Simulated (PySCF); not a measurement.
Breaking a bond: NaF, singlet.

Computed with: UHF/aug-cc-pVDZ (PySCF); RKS-B3LYP = restricted B3LYP/aug-cc-pVDZ in PySCF; RKS-r2SCAN = restricted r2SCAN/aug-cc-pVDZ (PySCF).

Magnitude of the dipole moment (D; its direction can reverse along the curve, and a method can change to another solution) and Mulliken charge of the fragment that holds Na1:

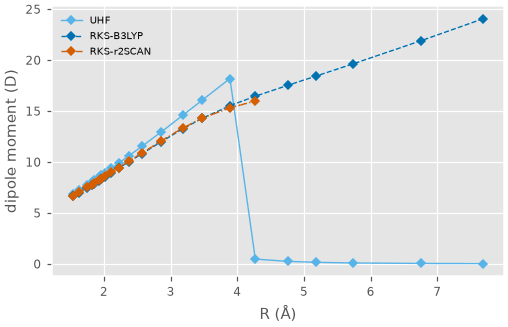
Figure: Dipole moment against bond length.

| R / Å | μ UHF | q UHF | μ RKS-B3LYP | q RKS-B3LYP | μ RKS-r2SCAN | q RKS-r2SCAN |
|---|---|---|---|---|---|---|
| 1.53 | 6.89 | 0.88 | 6.62 | 0.88 | 6.68 | 0.87 |
| 1.62 | 7.24 | 0.88 | 6.96 | 0.89 | 7.01 | 0.88 |
| 1.75 | 7.77 | 0.90 | 7.46 | 0.91 | 7.51 | 0.89 |
| 1.82 | 8.07 | 0.91 | 7.74 | 0.91 | 7.78 | 0.90 |
| 1.85 | 8.20 | 0.91 | 7.86 | 0.92 | 7.90 | 0.91 |
| 1.92 | 8.51 | 0.92 | 8.14 | 0.92 | 8.19 | 0.91 |
| 1.96 | 8.69 | 0.92 | 8.31 | 0.92 | 8.35 | 0.91 |
| 2.02 | 8.96 | 0.93 | 8.56 | 0.91 | 8.60 | 0.91 |
| 2.11 | 9.38 | 0.92 | 8.93 | 0.89 | 8.98 | 0.89 |
| 2.22 | 9.89 | 0.91 | 9.38 | 0.86 | 9.44 | 0.87 |
| 2.38 | 10.63 | 0.90 | 10.04 | 0.82 | 10.09 | 0.83 |
| 2.57 | 11.53 | 0.90 | 10.81 | 0.81 | 10.87 | 0.82 |
| 2.86 | 12.95 | 0.92 | 11.99 | 0.82 | 12.07 | 0.82 |
| 3.18 | 14.57 | 0.95 | 13.25 | 0.84 | 13.32 | 0.84 |
| 3.47 | 16.04 | 0.96 | 14.28 | 0.84 | 14.29 | 0.83 |
| 3.89 | 18.19 | 0.98 | 15.52 | 0.83 | 15.31 | 0.81 |
| 4.27 | 0.47 | 0.01 | 16.45 | 0.80 | 15.98 | 0.78 |
| 4.76 | 0.24 | 0.00 | 17.53 | 0.77 | — | — |
| 5.18 | 0.15 | 0.00 | 18.43 | 0.75 | — | — |
| 5.73 | 0.09 | 0.00 | 19.61 | 0.72 | — | — |
| 6.76 | 0.04 | 0.00 | 21.91 | 0.68 | — | — |
| 7.69 | 0.02 | 0.00 | 24.06 | 0.66 | — | — |

A dash means that the run gave no value there, or that the column was ended at a point which the program doubted or which failed a test of continuity chosen for this set; such a test can also cut sound points.

The unrestricted determinant behind UHF is spin-contaminated at 4.27 to 7.69 Å (<S²> up to 1.0, against 0.00 for a pure singlet). At the longest distance RKS-B3LYP leaves fractional charges on the fragments, a sign of delocalisation error or of the restricted form. The restricted form behind RKS-B3LYP, RKS-r2SCAN keeps the bonding electrons paired and can't separate into open-shell fragments.
